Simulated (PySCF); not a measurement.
**C3H7FOSi: spin-spin couplings**

Wanted: the spin-spin couplings of C3H7FOSi (`C=C(CF)O[SiH3]`), by calculation.

The runs use PySCF 2.14.0, with density-fitted response routines of our own; the level of theory stands in each step. All values are computed, except where a source is named. Atoms are numbered from 0 throughout.

### 1 The molecule as given

13 atoms, charge 0, multiplicity 1; geometry from: PBE0-D3(BJ)/def2-SVP.

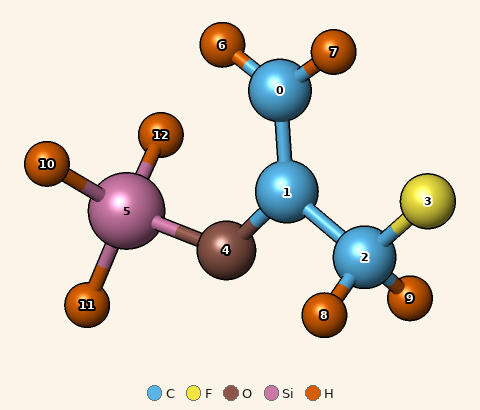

The starting geometry (carbon blue, fluorine yellow, oxygen brown, silicon pink, hydrogen orange), atoms numbered.

### 2 Indirect couplings: B3LYP/cc-pVTZ

What the job is given:

```
{"job": {"kind": "j", "xc": "B3LYP", "basis": "cc-pVTZ"}, "charge": 0, "multiplicity": 1}
C     -0.409895    -1.303944     0.561317
C     -0.322064    -0.311727    -0.327345
C     -1.020312    -0.310253    -1.654257
F     -1.743622    -1.448167    -1.848747
O      0.387869     0.831203    -0.185529
Si     1.293828     1.293187     1.156341
H      0.111652    -1.273795     1.520710
H     -1.018630    -2.175809     0.324387
H     -1.688937     0.567608    -1.707432
H     -0.268465    -0.206555    -2.457069
H      0.416733     1.395351     2.359119
H      1.857033     2.619610     0.796669
H      2.380773     0.303714     1.412637
```

Method: B3LYP/cc-pVTZ indirect spin-spin coupling, non-relativistic, gas phase.

The run is started by

```console
$ OMP_NUM_THREADS=1 python probes_run.py task.json out
```

This one command runs all jobs of the session in turn.

The program printed:

```text
coarse grid: 11400 points
cycle   1  E = -583.1237236341  dE =  5.947e-01  |g| = 8.285e-01  |ddm| = 7.125e+00
cycle   2  E = -582.9483680760  dE =  1.754e-01  |g| = 1.309e+00  |ddm| = 2.656e+00
cycle   3  E = -583.2359979264  dE = -2.876e-01  |g| = 1.243e-01  |ddm| = 1.650e+00
cycle   4  E = -583.2379432490  dE = -1.945e-03  |g| = 7.385e-02  |ddm| = 2.451e-01
cycle   5  E = -583.2390571748  dE = -1.114e-03  |g| = 2.156e-02  |ddm| = 1.174e-01
cycle   6  E = -583.2391569529  dE = -9.978e-05  |g| = 5.334e-03  |ddm| = 3.464e-02
cycle   7  E = -583.2391634808  dE = -6.528e-06  |g| = 5.308e-04  |ddm| = 8.149e-03
final grid: 105968 points
cycle   8  E = -583.2361075883  dE = -5.701e-05  |g| = 6.092e-03  |ddm| = 8.464e-02
cycle   9  E = -583.2361010620  dE =  6.526e-06  |g| = 8.769e-03  |ddm| = 1.970e-02
cycle  10  E = -583.2361141901  dE = -1.313e-05  |g| = 8.050e-04  |ddm| = 1.111e-02
cycle  11  E = -583.2361142838  dE = -9.376e-08  |g| = 3.100e-04  |ddm| = 1.587e-03
cycle  12  E = -583.2361143005  dE = -1.662e-08  |g| = 1.277e-04  |ddm| = 5.077e-04
cycle  13  E = -583.2361143031  dE = -2.615e-09  |g| = 3.542e-05  |ddm| = 1.867e-04
cycle  14  E = -583.2361143033  dE = -2.542e-10  |g| = 9.710e-06  |ddm| = 6.114e-05
converged SCF energy = -583.2361143033

Indirect spin-spin couplings (Hz)
  i      j    bonds     total        FC       PSO       DSO        SD
  0 C    1 C    1    100.309   108.330    -8.274     0.253         -
  0 C    2 C    2      5.013     5.191    -0.159    -0.019         -
  0 C    3 F    3      7.567     8.867    -1.202     0.037    -0.136
  0 C    4 O    2      3.695     1.823     1.849     0.023         -
  0 C    5 Si   3     -4.721    -4.544    -0.101     0.005    -0.081
  0 C    6 H    1    150.817   148.900     1.158     0.760         -
  0 C    7 H    1    160.830   159.232     0.851     0.747         -
  0 C    8 H    3      1.733     1.789     0.322    -0.378         -
  0 C    9 H    3      1.769     1.826     0.327    -0.384         -
  0 C   10 H    4      0.229     0.228    -0.072     0.073         -
  0 C   12 H    4      0.266     0.264    -0.077     0.079         -
  1 C    2 C    1     49.107    50.291    -1.507     0.323         -
  1 C    3 F    2     17.317    21.786    -4.656     0.082     0.105
  1 C    4 O    1     22.641    19.452     3.361    -0.172         -
  1 C    5 Si   2      1.444     1.174     0.236     0.038    -0.004
  1 C    6 H    2     -2.344    -0.826    -1.264    -0.254         -
  1 C    7 H    2      3.033     4.678    -1.455    -0.190         -
  1 C    8 H    2     -4.631    -4.659    -0.075     0.104         -
  1 C    9 H    2     -4.662    -4.689    -0.075     0.102         -
  1 C   10 H    3     -0.235    -0.110    -0.063    -0.062         -
  1 C   11 H    3      5.254     5.506     0.200    -0.453         -
  1 C   12 H    3     -0.286    -0.150    -0.069    -0.067         -
  2 C    3 F    1   -241.845  -283.302    22.201     0.758    18.498
  2 C    4 O    2    -17.915   -18.247     0.367    -0.035         -
  2 C    5 Si   3     -4.926    -4.800    -0.107     0.050    -0.070
  2 C    6 H    3      5.502     5.657     0.282    -0.436         -
  2 C    7 H    3      2.266     2.292    -0.019    -0.007         -
  2 C    8 H    1    138.159   137.165    -0.090     1.085         -
  2 C    9 H    1    138.304   137.312    -0.091     1.084         -
  2 C   10 H    4      0.315     0.367     0.134    -0.186         -
  2 C   12 H    4      0.388     0.444     0.141    -0.196         -
  3 F    4 O    3      1.188    -1.551     3.062     0.161    -0.484
  3 F    5 Si   4     -1.208    -0.129    -0.649     0.196    -0.626
  3 F    6 H    4      6.346     6.578     1.163    -1.337    -0.057
  3 F    7 H    4      4.994     5.697    -2.032     1.315     0.013
  3 F    8 H    2     38.112    32.839     9.734    -1.265    -3.196
  3 F    9 H    2     37.951    32.681     9.731    -1.267    -3.193
  3 F   10 H    5     -0.184    -0.010     0.510    -0.689     0.004
  3 F   12 H    5     -0.174    -0.001     0.521    -0.702     0.007
  4 O    5 Si   1    -23.802   -19.013    -5.484     0.053     0.642
  4 O    6 H    3     -3.096    -3.464     0.350     0.018         -
  4 O    7 H    3     -4.399    -4.954     0.287     0.268         -
  4 O    8 H    3      0.261     0.364    -0.010    -0.093         -
  4 O    9 H    3      0.209     0.315    -0.009    -0.097         -
  4 O   10 H    2     -2.417    -2.560     0.002     0.141         -
  4 O   11 H    2    -17.441   -17.480    -0.031     0.070         -
  4 O   12 H    2     -2.391    -2.531    -0.002     0.142         -
  5 Si   6 H    4      0.304     0.244     0.184    -0.179     0.055
  5 Si   8 H    4      0.340     0.403    -0.192     0.174    -0.046
  5 Si   9 H    4      0.356     0.427    -0.200     0.180    -0.051
  5 Si  10 H    1   -173.732  -174.578     1.093    -0.228    -0.019
  5 Si  11 H    1   -189.303  -190.129     1.060    -0.212    -0.022
  5 Si  12 H    1   -173.554  -174.401     1.094    -0.228    -0.019
  6 H    7 H    2     -1.449    -1.457     3.096    -3.087         -
  6 H    8 H    4     -2.121    -1.870     1.422    -1.674         -
  6 H    9 H    4     -2.042    -1.789     1.427    -1.679         -
  6 H   10 H    5      0.567     0.172    -0.963     1.358         -
  6 H   11 H    5     -1.011    -0.069     0.553    -1.495         -
  6 H   12 H    5      0.591     0.157    -1.043     1.477         -
  7 H    8 H    4     -2.089    -1.907     1.164    -1.346         -
  7 H    9 H    4     -2.064    -1.877     1.184    -1.371         -
  7 H   11 H    5     -0.645    -0.122     0.945    -1.469         -
  8 H    9 H    2    -13.530   -13.460     1.691    -1.761         -
  8 H   12 H    5     -0.228     0.105     0.821    -1.154         -
  9 H   10 H    5     -0.184     0.139     0.820    -1.143         -
 10 H   11 H    2     11.341    12.648     0.753    -2.060         -
 10 H   12 H    2     13.127    14.338     0.677    -1.888         -
 11 H   12 H    2     11.449    12.758     0.754    -2.063         -
```

Run time: 52 s. Hardware: 1 thread of Arm Neoverse V1, shared host; peak memory 1 GiB.

This basis has no tight s functions, so the Fermi-contact terms are rough.

A choice of the couplings up to four bonds, sorted by the number of bonds, with means over like pairs; isotopes 13C, 19F, 1H, 17O, 29Si:

```tsv
pair	bonds	J (Hz)	Fermi contact (Hz)	dihedral (°)
C2–F3	1	-241.8	-283.3	–
Si5–H10	1	-178.9	-179.7	–
C0–H7	1	160.8	159.2	–
C0–H6	1	150.8	148.9	–
C2–H8	1	138.2	137.2	–
C0–C1	1	100.3	108.3	–
C1–C2	1	49.1	50.3	–
O4–Si5	1	-23.8	-19.0	–
C1–O4	1	22.6	19.5	–
F3–H8	2	38.0	32.8	–
C2–O4	2	-17.9	-18.2	–
C1–F3	2	17.3	21.8	–
H8–H9	2	-13.5	-13.5	–
H10–H11	2	12.0	13.2	–
O4–H10	2	-7.4	-7.5	–
C0–C2	2	5.0	5.2	–
C1–H8	2	-4.6	-4.7	–
C0–O4	2	3.7	1.8	–
C0–F3	3	7.6	8.9	-1
C2–H6	3	5.5	5.7	-180
C2–Si5	3	-4.9	-4.8	178
C0–Si5	3	-4.7	-4.5	-2
O4–H7	3	-4.4	-5.0	-180
O4–H6	3	-3.1	-3.5	0
C2–H7	3	2.3	2.3	0
C0–H8	3	1.8	1.8	121
C1–H10	3	1.6	1.7	–
F3–H6	4	6.3	6.6	–
F3–H7	4	5.0	5.7	–
H6–H8	4	-2.1	-1.8	–
H7–H8	4	-2.1	-1.9	–
F3–Si5	4	-1.2	-0.1	–
```

The spin-dipole term was solved for some atoms only; pairs without it lack that part.

The response was solved for the nuclei of C, F, H, Si alone, so couplings that need other nuclei can be missing.

Quadrupole couplings from the field gradients of the same density:

```tsv
atom	isotope	eQq/h (MHz)	η
O4	17O	-9.064	0.18
```

### 3 Spin-spin couplings: B3LYP/6-31G*

The job, as its differences from that of step 2:

```diff
@@ -1,2 +1,2 @@
-{"job": {"kind": "j", "xc": "B3LYP", "basis": "cc-pVTZ"}, "charge": 0, "multiplicity": 1}
+{"job": {"kind": "j", "xc": "B3LYP", "basis": "6-31G*"}, "charge": 0, "multiplicity": 1}
 C     -0.409895    -1.303944     0.561317
```

With the program's defaults for keys left out, this is: B3LYP/6-31G* indirect spin-spin coupling, non-relativistic, gas phase.

The program printed:

```text
coarse grid: 11400 points
cycle   1  E = -583.0044611416  dE =  6.153e-01  |g| = 7.887e-01  |ddm| = 3.251e+00
cycle   2  E = -582.8556470458  dE =  1.488e-01  |g| = 1.201e+00  |ddm| = 1.525e+00
cycle   3  E = -583.1181152362  dE = -2.625e-01  |g| = 1.028e-01  |ddm| = 9.701e-01
cycle   4  E = -583.1198441587  dE = -1.729e-03  |g| = 5.209e-02  |ddm| = 1.250e-01
cycle   5  E = -583.1203802857  dE = -5.361e-04  |g| = 2.001e-02  |ddm| = 5.726e-02
cycle   6  E = -583.1204765819  dE = -9.630e-05  |g| = 3.324e-03  |ddm| = 2.044e-02
cycle   7  E = -583.1204791746  dE = -2.593e-06  |g| = 6.061e-04  |ddm| = 3.240e-03
final grid: 105968 points
cycle   8  E = -583.0729895451  dE = -1.346e-05  |g| = 5.105e-03  |ddm| = 1.635e-02
cycle   9  E = -583.0729851228  dE =  4.422e-06  |g| = 7.211e-03  |ddm| = 9.745e-03
cycle  10  E = -583.0729951408  dE = -1.002e-05  |g| = 6.059e-04  |ddm| = 5.459e-03
cycle  11  E = -583.0729952176  dE = -7.677e-08  |g| = 1.200e-04  |ddm| = 6.372e-04
cycle  12  E = -583.0729952202  dE = -2.629e-09  |g| = 5.173e-05  |ddm| = 1.334e-04
cycle  13  E = -583.0729952207  dE = -4.911e-10  |g| = 1.285e-05  |ddm| = 4.542e-05
converged SCF energy = -583.0729952207

Indirect spin-spin couplings (Hz)
  i      j    bonds     total        FC       PSO       DSO        SD
  0 C    1 C    1     96.022   103.285    -7.516     0.253         -
  0 C    2 C    2      1.674     1.804    -0.112    -0.019         -
  0 C    3 F    3      4.494     5.760    -1.196     0.044    -0.114
  0 C    4 O    2      1.613     0.009     1.583     0.021         -
  0 C    5 Si   3     -3.677    -3.525    -0.084     0.005    -0.073
  0 C    6 H    1    169.250   167.753     0.653     0.845         -
  0 C    7 H    1    176.582   175.366     0.385     0.832         -
  0 C    8 H    3      5.505     5.644     0.234    -0.374         -
  0 C    9 H    3      5.483     5.626     0.237    -0.380         -
  0 C   10 H    4      0.521     0.517    -0.071     0.075         -
  0 C   11 H    4     -0.183     0.114     0.094    -0.391         -
  0 C   12 H    4      0.568     0.564    -0.077     0.081         -
  1 C    2 C    1     71.416    72.304    -1.213     0.325         -
  1 C    3 F    2     24.705    28.266    -3.787     0.103     0.124
  1 C    4 O    1      5.630     3.170     2.643    -0.182         -
  1 C    5 Si   2      1.025     0.743     0.256     0.037    -0.011
  1 C    6 H    2     -4.584    -3.042    -1.299    -0.243         -
  1 C    7 H    2      0.873     2.399    -1.346    -0.181         -
  1 C    8 H    2     -6.024    -6.070    -0.075     0.121         -
  1 C    9 H    2     -6.025    -6.068    -0.076     0.119         -
  1 C   10 H    3     -0.233    -0.082    -0.093    -0.058         -
  1 C   11 H    3      4.661     5.007     0.100    -0.447         -
  1 C   12 H    3     -0.297    -0.134    -0.100    -0.063         -
  2 C    3 F    1   -190.122  -226.706    20.912     0.866    14.806
  2 C    4 O    2    -14.910   -15.158     0.283    -0.036         -
  2 C    5 Si   3     -4.699    -4.597    -0.090     0.051    -0.064
  2 C    6 H    3      4.907     5.133     0.205    -0.431         -
  2 C    7 H    3      2.183     2.214    -0.029    -0.002         -
  2 C    8 H    1    163.206   162.356    -0.296     1.146         -
  2 C    9 H    1    163.244   162.396    -0.297     1.146         -
  2 C   10 H    4      0.216     0.290     0.111    -0.185         -
  2 C   11 H    4     -0.192    -0.122     0.110    -0.180         -
  2 C   12 H    4      0.277     0.356     0.116    -0.195         -
  3 F    4 O    3     -3.741    -5.709     2.287     0.153    -0.473
  3 F    5 Si   4     -2.310    -1.350    -0.567     0.193    -0.586
  3 F    6 H    4      5.494     6.159     0.696    -1.306    -0.056
  3 F    7 H    4      6.613     6.984    -1.710     1.312     0.027
  3 F    8 H    2     48.327    44.325     7.941    -1.092    -2.847
  3 F    9 H    2     48.245    44.235     7.946    -1.095    -2.842
  3 F   10 H    5     -0.332     0.002     0.335    -0.673     0.004
  3 F   12 H    5     -0.316     0.021     0.342    -0.685     0.006
  4 O    5 Si   1    -15.276   -11.143    -4.647     0.055     0.460
  4 O    6 H    3     -1.828    -2.227     0.390     0.009         -
  4 O    7 H    3     -3.243    -3.796     0.293     0.260         -
  4 O    8 H    3      0.139     0.224     0.011    -0.096         -
  4 O    9 H    3      0.095     0.182     0.012    -0.099         -
  4 O   10 H    2     -3.110    -3.259     0.016     0.133         -
  4 O   11 H    2    -15.774   -15.810    -0.031     0.067         -
  4 O   12 H    2     -3.121    -3.268     0.014     0.134         -
  5 Si   7 H    4      0.238     0.085    -0.117     0.247     0.023
  5 Si   8 H    4      0.453     0.422    -0.093     0.173    -0.050
  5 Si   9 H    4      0.477     0.453    -0.099     0.179    -0.056
  5 Si  10 H    1   -196.302  -196.637     1.048    -0.257    -0.456
  5 Si  11 H    1   -212.083  -212.461     1.091    -0.241    -0.472
  5 Si  12 H    1   -196.110  -196.443     1.045    -0.257    -0.455
  6 H    7 H    2     -4.091    -3.067     1.928    -2.952         -
  6 H    8 H    4     -2.976    -2.292     0.965    -1.648         -
  6 H    9 H    4     -2.887    -2.201     0.969    -1.654         -
  6 H   10 H    5      0.856     0.201    -0.704     1.359         -
  6 H   11 H    5     -1.307    -0.095     0.266    -1.478         -
  6 H   12 H    5      0.889     0.163    -0.750     1.475         -
  7 H    8 H    4     -2.953    -2.371     0.737    -1.319         -
  7 H    9 H    4     -2.925    -2.334     0.754    -1.345         -
  7 H   10 H    5     -0.383    -0.050     0.446    -0.779         -
  7 H   11 H    5     -0.967    -0.118     0.604    -1.452         -
  7 H   12 H    5     -0.371    -0.037     0.453    -0.787         -
  8 H    9 H    2    -16.154   -15.423     0.896    -1.628         -
  8 H   11 H    5     -0.207     0.044     0.214    -0.465         -
  8 H   12 H    5     -0.473     0.105     0.562    -1.141         -
  9 H   10 H    5     -0.430     0.137     0.564    -1.130         -
  9 H   11 H    5     -0.206     0.041     0.217    -0.464         -
  9 H   12 H    5     -0.199     0.059     0.234    -0.492         -
 10 H   11 H    2     11.604    13.434     0.153    -1.983         -
 10 H   12 H    2     13.390    15.089     0.112    -1.811         -
 11 H   12 H    2     11.698    13.531     0.153    -1.986         -
```

Run time: 12 s. Hardware: 1 thread of Arm Neoverse V1, shared host; peak memory 0.59 GiB.

This basis has no tight s functions, so the Fermi-contact terms are rough.

In short: J(Si5,H10) -201.5 Hz, J(C2,F3) -190.1 Hz, J(C0,H7) 176.6 Hz (means over like pairs).

### 4 Run by run: spin-spin couplings

Couplings (Hz), each a mean over the pairs like the one named, with basis size and wall time:

```tsv
run	C2–F3	Si5–H10	C0–H7	C0–H6	C2–H8	C0–C1	C1–C2	functions	time
B3LYP/cc-pVTZ	-241.8	-178.9	160.8	150.8	138.2	100.3	49.1	282	52 s
B3LYP/6-31G*	-190.1	-201.5	176.6	169.2	163.2	96.0	71.4	102	12 s
```

### 5 Outcome

```
                                     quantity                     value
largest coupling of the table (B3LYP/cc-pVTZ)  1J(C,F) C2–F3, -241.8 Hz
      range of J(C2,F3), mean over like pairs       -241.8 to -190.1 Hz
```

In words: Of the pairs tabulated at B3LYP/cc-pVTZ, C2–F3 couples most strongly (-241.8 Hz; Fermi contact -283.3 Hz). Couplings across rotatable bonds belong to this one conformer; where others are populated, the observed values are averages. The coupling C2–F3, as a mean over pairs of its kind, runs from -241.8 Hz (B3LYP/cc-pVTZ) to -190.1 Hz (B3LYP/6-31G*). Couplings from bases without tight functions are rough.
